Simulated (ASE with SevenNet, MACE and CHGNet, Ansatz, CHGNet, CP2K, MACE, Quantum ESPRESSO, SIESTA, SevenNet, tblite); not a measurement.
# Running Na+ TFSI- in propylene carbonate and ethylene carbonate at 330 K (114 atoms) with machine-learned potentials

Aim: run Na+ TFSI- in propylene carbonate and ethylene carbonate at 330 K (114 atoms) in machine-learned potentials and see how near its forces come to a plane-wave reference, and at what cost.

Program: ASE with SevenNet, MACE and CHGNet. Level of theory: the method is named at each step. Results are calculated unless marked as measured.

### 1. The starting structure

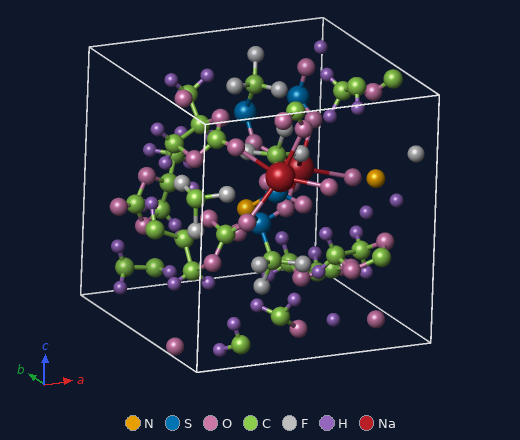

The starting structure, seen slightly off an axis (nitrogen orange, sulfur blue, oxygen pink, carbon green, fluorine light grey, hydrogen purple, sodium red). Bonds to atoms that aren't drawn are left out. Some periodic images of atoms are drawn too.

The cell holds 114 atoms: 2 N, 4 S, 29 O, 29 C, 12 F, 36 H and 2 Na. Its edges and angles: a = 11.218 Å, b = 11.218 Å, c = 11.218 Å, α = 90.0°, β = 90.0°, γ = 90.0°. 4 propylene carbonate, 3 ethylene carbonate, 2 Na+, 2 TFSI- placed at random, at 1.5 g/cm³; overlaps pushed apart, then 10 ps at 550 K with Joung-Cheatham ions (J. Phys. Chem. B 112, 9020 (2008)); MMFF94 bonds, angles, torsions, charges and radii (Halgren, J. Comput. Chem. 17, 490 (1996)) in harmonic and 12-6 forms; charges of ions scaled by 0.8. Snapshot after 30 ps at 330 K and fixed volume. Then every atom was moved at random, 0.05 Å r.m.s. a Cartesian component (hydrogen 0.6 of that).

The yardstick, on the same geometry:

| Item | Value |
| --- | --- |
| method | Kohn-Sham DFT, PBE, PAW, plane waves (Ansatz 0.2.0); cutoff 420 eV, Γ point, fermi-dirac smearing of 0.05 eV; PAW set soft_2 |
| r.m.s. force component | 3.036 eV/Å |
| longest force | 18.61 eV/Å |
| pressure | 6.008 GPa |
| gap (highest filled to lowest empty level) | 3.776 eV |
| SCF cycles | 11 |
| time | 8.8 s on 8 threads of Arm Neoverse V2, shared host |
| CPU time | 64 s |

### 2. SevenNet l3i5 potential

Method: machine-learned interatomic potential SevenNet l3i5, trained on PBE(+U) plane-wave data.

run.py

```python
import numpy as np
from ase.io import read
import mlip  # loads the published weights by name

atoms = read("structure.xyz")
atoms.calc = mlip.calc("7net-l3i5")
energy = atoms.get_potential_energy()
forces = atoms.get_forces()
print(f"energy {energy:.6f} eV")
print("forces (eV/A)")
for i, (a, f) in enumerate(zip(atoms, forces)):
    print(f"{i:4d} {a.symbol:2s} {f[0]:10.5f} {f[1]:10.5f} {f[2]:10.5f}")
stress = -atoms.get_stress(voigt=False) * 160.21766
print("stress (GPa, compression positive)")
for row in stress:
    print(" ".join(f"{x:10.4f}" for x in row))
```

structure.xyz

```xyz
114
Lattice="11.21847 0.00000 0.00000 0.00000 11.21847 0.00000 0.00000 0.00000 11.21847" Properties=species:S:1:pos:R:3 pbc="T T T"
N 5.14008 5.92694 4.95049
S 6.20269 6.67364 3.90403
O 7.41990 6.69417 4.45844
O 5.69887 7.73693 3.23238
C 6.16343 5.34190 2.66315
F 5.17923 4.57657 2.82234
F 5.91752 5.74543 1.40063
F 7.31411 4.65948 2.58159
S 6.08748 4.99155 5.88768
O 7.09142 4.39315 5.37836
O 5.23398 4.17462 6.69518
C 6.68037 6.28167 7.08009
F 5.89407 7.47958 6.94749
F 7.99518 6.54945 6.90732
F 6.79054 5.79961 8.41296
N 8.62611 0.63182 7.54913
S 9.91578 10.74483 7.93157
O 10.07430 9.55926 7.26575
O 10.11087 10.48366 9.33388
C 0.07101 0.78024 7.61297
F 0.13855 0.81648 6.13392
F 0.00101 2.00396 7.93258
F 1.29843 0.25937 7.82185
S 7.44188 10.84759 7.50729
O 7.40385 9.87080 6.40664
O 6.28818 0.43214 7.49540
C 7.31175 9.82155 9.10289
F 6.11216 9.33130 9.32019
F 7.67175 10.51137 10.19624
F 7.96321 8.74424 9.11523
C 0.04678 4.49692 5.04326
C 1.54198 4.63749 4.40415
C 1.47198 3.62648 3.28342
O 1.78060 2.35341 4.00039
C 2.52629 2.66663 5.11394
O 3.14364 1.88549 5.81969
O 2.42846 4.10484 5.38464
H 10.45247 5.00434 4.43758
H 11.12132 3.50185 5.36636
H 0.19307 5.18686 6.00009
H 1.85239 5.60508 4.14680
H 0.58325 3.56321 2.82773
H 2.30124 3.70008 2.62557
C 3.74057 10.09068 6.27685
C 3.01855 9.15741 5.36232
C 2.86845 9.55264 4.05492
O 1.62556 8.64720 3.73418
C 1.00058 8.29707 4.90460
O 11.21735 7.90420 5.02543
O 1.79630 8.87594 5.90383
H 4.64972 10.46784 5.69472
H 2.97592 10.98827 6.28100
H 3.82662 9.76523 7.33026
H 3.65229 8.13418 5.34392
H 2.43026 10.46986 3.98805
H 3.48087 9.34173 3.33233
[... 54 atom lines left out ...]
H 7.78304 2.52943 0.66638
H 8.28103 1.89132 10.38426
Na 8.88985 8.45637 5.55303
Na 4.73879 2.01719 7.64483
```

On the command line:

```
$ OMP_NUM_THREADS=1 python run.py > output.txt
```

The program printed:

```text
energy -658.469238 eV
forces (eV/A)
   0 N     1.31885    0.51083   -0.34013
   1 S    -6.08722   -5.76179    0.00173
   2 O     8.35540    1.48176    2.80883
   3 O    -2.69702    5.50659   -2.63594
   4 C     2.12574    1.93909   -2.30223
   5 F    -3.96277   -4.39765    1.89388
   6 F     0.55028    1.93784   -1.67524
   7 F     1.14261   -0.73105    0.48618
   8 S   -12.84169    7.13890    6.24056
   9 O    12.62122   -7.19652   -6.40944
  10 O    -1.22592   -0.62949    0.99734
  11 C     0.51893    0.29529    1.87114
  12 F     1.64784   -1.80503    1.13488
  13 F     0.20511    1.05106   -1.00813
  14 F    -1.83064    0.77299   -0.96334
  15 N     2.94601   -1.76726    0.74738
  16 S     0.42593    4.67720    4.11926
  17 O     0.41691   -3.99771   -4.48144
  18 O    -0.03476    1.45186    0.94627
  19 C     1.64976   -2.21198   -5.27871
  20 F    -0.86996   -0.11519    1.28381
  21 F    -0.71484    2.40471    1.85145
  22 F    -0.10467   -0.35643    1.69769
  23 S    -1.14448   -1.40195   -1.82575
[...]
106 C     0.43768    5.38845    0.13236
 107 O     1.50748   -1.83150    0.88513
 108 H     1.79434    0.46687    2.01295
 109 H    -0.04909    1.25412    1.19646
 110 H    -0.35548   -0.13197    0.89204
 111 H     0.13496   -1.85303   -1.65026
 112 Na    0.13338   -0.62354    0.09529
 113 Na   -0.24195    0.31134    0.19129
stress (GPa, compression positive)
    6.6210    -0.7148    -0.5713
   -0.7148     4.9830     0.0882
   -0.5713     0.0882     4.2643
```

Wall time 9.7 s (1 thread of Arm Neoverse V2, shared host); peak memory 1.9 GiB.

Banners, paths, timers and routine set-up lines are dropped from the logs unmarked, and long logs keep their key lines alone; longer cuts are marked.

Against the reference:

- r.m.s. force component: 2.96 eV/Å
- r.m.s. difference of force components: 367 meV/Å
- longest difference of force vectors: 2680 meV/Å
- force difference over r.m.s. force: 12.09 %
- slope of forces against the reference's: 0.968
- correlation of force components: 0.9928
- pressure: 5.289 GPa
- pressure difference: -0.7186 GPa

Length of the force difference by element (eV/Å):

```
element  atoms   mean   most
      C     29   0.63    1.7
      F     12   0.52    1.0
      H     36   0.13   0.26
      N      2   0.23   0.36
     Na      2  0.088  0.088
      O     29   0.49    2.4
      S      4    1.5    2.7
```

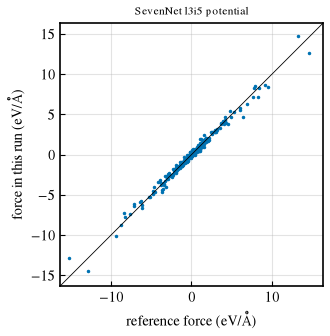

Force components against those of the reference; the line marks equality.

A closer look about N16, one of the 2 N atoms: 10 atoms, nearest first, numbered in the order of the input, with positions taken from that point.

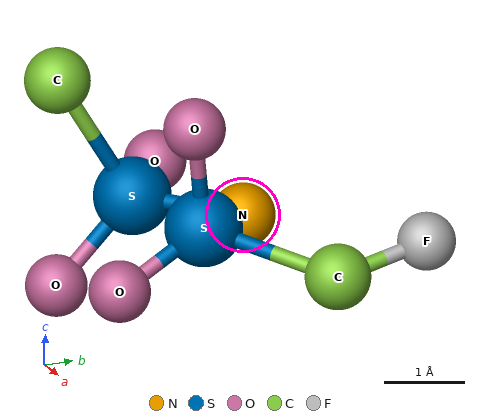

The atoms of the table, within 3.0 Å (arrows a, b, c point along x, y, z); some may hide others; the central atom is ringed.

```
atom      x      y      z  distance (Å)     Fx     Fy  Fz (eV/Å)
 N16   0.00   0.00   0.00          0.00   2.95  -1.77       0.75
 S24  -1.18  -1.00  -0.04          1.55  -1.14  -1.40      -1.83
 S17   1.29  -1.11   0.38          1.74   0.43   4.68       4.12
 O26  -2.34  -0.20  -0.05          2.35  -2.46   1.59       0.27
 O25  -1.22  -1.98  -1.14          2.59   0.33   0.08       1.00
 C20   2.66   0.15   0.06          2.67   1.65  -2.21      -5.28
 O19   1.48  -1.37   1.78          2.69  -0.03   1.45       0.95
 O18   1.45  -2.29  -0.28          2.73   0.42  -4.00      -4.48
 C27  -1.31  -2.03   1.55          2.87  -1.32   1.97       0.59
 F22   2.59   1.37   0.38          2.96  -0.71   2.40       1.85
```

Atoms are counted from 1 here, from 0 in the log.

Forces lie 12 % from the reference's, at 0.15 times its CPU time (on 1 against 8 cores).

### 3. MACE MP-0b2 small potential

Method: machine-learned interatomic potential MACE MP-0b2 small, trained on PBE(+U) plane-wave data.

Changes to run.py since step 2:

```diff
@@ -5,3 +5,3 @@
 atoms = read("structure.xyz")
-atoms.calc = mlip.calc("7net-l3i5")
+atoms.calc = mlip.calc("mace-mp-0b2-small")
 energy = atoms.get_potential_energy()
```

structure.xyz is that of step 2.

The program printed:

```text
energy -657.399226 eV
forces (eV/A)
   0 N     0.91403    0.46672   -0.32879
   1 S    -5.92925   -4.87642   -0.28859
   2 O     8.49585    1.52771    2.61242
   3 O    -2.69567    5.16064   -2.56048
   4 C     2.23831    1.50764   -2.31961
   5 F    -4.02593   -4.36427    1.89846
   6 F     0.59269    2.09085   -1.63362
   7 F     1.07366   -0.68807    0.48437
   8 S   -13.06807    6.65042    6.82293
   9 O    12.76380   -7.48810   -6.38230
  10 O    -1.12394   -0.29999    0.79604
  11 C     0.59080    0.47383    1.94814
  12 F     1.41263   -1.77104    1.08003
  13 F     0.47514    0.96509   -0.91329
  14 F    -1.88193    0.61648   -1.14400
  15 N     3.33994   -1.54158    0.80819
  16 S     0.00662    4.81735    3.77952
  17 O     0.45556   -4.09559   -4.63679
  18 O     0.03622    1.55598    1.35221
  19 C     1.22950   -2.54152   -4.71217
  20 F    -0.74368   -0.07650    1.15177
  21 F    -0.63221    2.49680    1.68372
  22 F     0.12293   -0.29108    1.51040
  23 S    -0.90598   -1.93359   -1.64372
[...]
106 C     0.35827    5.24233    0.36178
 107 O     1.20009   -1.96079    0.98730
 108 H     1.76809    0.46982    2.14354
 109 H    -0.04814    1.16305    1.27396
 110 H    -0.39167   -0.06596    0.86576
 111 H     0.07465   -2.04313   -1.69965
 112 Na    0.01269   -0.40064    0.13194
 113 Na   -0.04126    0.28679    0.23508
stress (GPa, compression positive)
    7.9785    -0.5652    -0.3604
   -0.5652     5.8223    -0.0948
   -0.3604    -0.0948     4.8487
```

The job ended after 6 s (1 thread; peak memory 0.71 GiB).

Compared with the plane-wave run:

```
r.m.s. force component                  : 2.937 eV/Å
r.m.s. difference of force components   : 383.4 meV/Å
longest difference of force vectors     : 2684 meV/Å
force difference over r.m.s. force      : 12.63 %
slope of forces against the reference's : 0.9601
correlation of force components         : 0.9923
pressure                                : 6.216 GPa
pressure difference                     : 0.2085 GPa
```

Against the first run (12 %), the force difference from the reference is 13 %, at 0.62 times the CPU time.

The difference per atom is largest on S (1.8 eV/Å on average, against 0.67 on O).

### 4. CHGNet r2SCAN potential

Method: machine-learned interatomic potential CHGNet r2SCAN, trained on r2SCAN plane-wave data.

Changes to run.py since step 3:

```diff
@@ -5,3 +5,3 @@
 atoms = read("structure.xyz")
-atoms.calc = mlip.calc("mace-mp-0b2-small")
+atoms.calc = mlip.calc("chgnet-r2scan")
 energy = atoms.get_potential_energy()
```

structure.xyz is that of step 3.

The program printed:

```text
CHGNet vr2scan initialized with 412,525 parameters
CHGNet will run on cpu
energy -755.615540 eV
forces (eV/A)
   0 N     0.71687    0.28229    0.01412
   1 S    -5.52121   -4.30654    0.64575
   2 O     7.57982    0.85711    2.78979
   3 O    -2.40209    4.85448   -2.48419
   4 C     2.38104    1.38617   -2.30893
   5 F    -3.70797   -3.90062    1.76250
   6 F     0.53002    1.64837   -1.37531
   7 F     0.99764   -0.66156    0.41868
   8 S   -13.12425    6.86802    5.75970
   9 O    12.66523   -7.24873   -6.40142
  10 O    -0.68768   -0.17661    0.48490
  11 C     1.09406    0.82890    2.16544
  12 F     1.52919   -1.86180    0.94778
  13 F    -0.41573    0.77635   -1.06517
  14 F    -1.69458    0.77561   -1.33220
  15 N     2.52064   -1.74412    0.69141
  16 S    -0.33905    4.87313    3.52251
  17 O     0.33521   -3.72282   -3.69802
  18 O    -0.19909    0.89540    0.55318
  19 C     1.35807   -3.09500   -4.34157
  20 F    -0.78526    0.09847    1.15326
  21 F    -0.29980    2.68268    1.44508
  22 F    -0.09726    0.05161    1.31673
  23 S    -0.53960   -1.50724   -1.90994
[...]
106 C     0.39551    4.37099    0.84022
 107 O     0.99291   -2.20423    1.23439
 108 H     1.94880    0.49342    2.41705
 109 H    -0.06093    1.09001    0.98547
 110 H    -0.13911   -0.11344    0.56185
 111 H     0.09415   -1.75472   -1.60023
 112 Na   -0.01140   -0.33684    0.07392
 113 Na   -0.07285    0.25320    0.13045
stress (GPa, compression positive)
    5.6284    -0.3071    -0.3110
   -0.3071     3.8666     0.3536
   -0.3110     0.3536     2.3673
```

Wall time 3.9 s (1 thread); peak memory 1.7 GiB.

Compared with the plane-wave run:

| Item | Value |
| --- | --- |
| r.m.s. force component | 2.713 eV/Å |
| r.m.s. difference of force components | 546 meV/Å |
| longest difference of force vectors | 2735 meV/Å |
| force difference over r.m.s. force | 17.98 % |
| slope of forces against the reference's | 0.8831 |
| correlation of force components | 0.9882 |
| pressure | 3.954 GPa |
| pressure difference | -2.054 GPa |

Against the first run (12 %), the force difference from the reference is 18 %, at 0.41 times the CPU time; this potential was trained at another functional than the reference's.

### 5. The ladder

Differences are against the plane-wave reference, forces as r.m.s. over components; share is that over the reference's r.m.s. force, slope the least-squares factor from reference forces to these. Total energies of different programs have different zeros and aren't compared.

```
                        run  Δ force, r.m.s. (meV/Å)  share (%)  slope  Δ pressure (GPa)  cores  CPU time  memory (GiB)
                  reference                        -          -      -                 -      8      64 s           1.8
    SevenNet l3i5 potential                      367       12.1  0.968            -0.719      1     9.7 s           1.9
MACE MP-0b2 small potential                      383       12.6  0.960             0.208      1       6 s          0.71
    CHGNet r2SCAN potential                      546       18.0  0.883             -2.05      1     3.9 s           1.7
```

Times of the machine-learned potentials are mostly Python's start and the loading of weights.

CPU time is summed over cores on a shared host, where runs went side by side, so it is rough. Symmetry, cutoffs, thresholds, outputs and thread counts weren't matched or tuned between programs; memory under MPI is the largest rank's times the ranks.

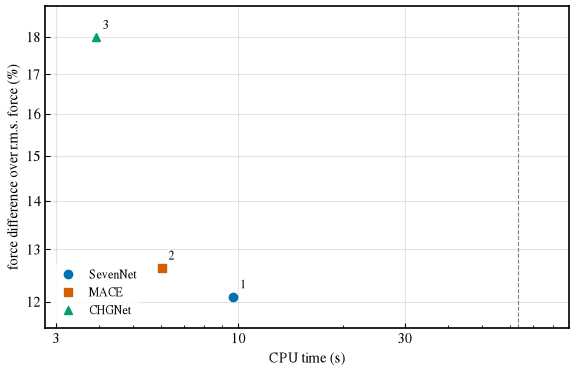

Force difference against CPU time; the dashed line marks the reference's time. Points: 1 SevenNet l3i5 potential; 2 MACE MP-0b2 small potential; 3 CHGNet r2SCAN potential.

### 6. Results

| Property | Result |
| --- | --- |
| nearest in forces | SevenNet l3i5 potential, 12 % |
| its CPU time | 9.7 s |

What this shows: Machine-learned potentials differ by 12 % (SevenNet l3i5 potential) to 18 % (CHGNet r2SCAN potential); they were trained on other programs' data, some at another functional. Forces of 3.0 eV/Å r.m.s. are well above thermal ones: they come largely from the bond lengths of the classical model and from the random displacements, and they dominate the comparison. Machine-learned potentials mimic data converged in k, so the reference's own k-point error enters their differences. The network of contacts between molecules at the start is that of the classical potential that made the cell, and needn't be the one that DFT or experiment would give. The reference's PBE has no dispersion term, which matters for the binding between molecules or layers. The electronic-structure runs sample only Γ, in a cell whose shortest periodic width is 11 Å.

[Also dropped from logs without a mark: logging warnings of Python, and SIESTA's first energy breakdown and zero terms.]

[Logs are printed without paths, hosts, clocks, repeated set-up lines and the standing remarks that a program may print on its own settings, such as how far it seeks lower states.]

[Hosts, paths, dates, database ids (printed as entryN), source tags and the programs' standing remarks are cut or masked in the printed files.]

[The MMFF94 radii named for the starting cell were scaled by 0.96; in molecules described by MMFF94, hydrogen bound to N, O or S took a small fixed 12-6 site in their place.]
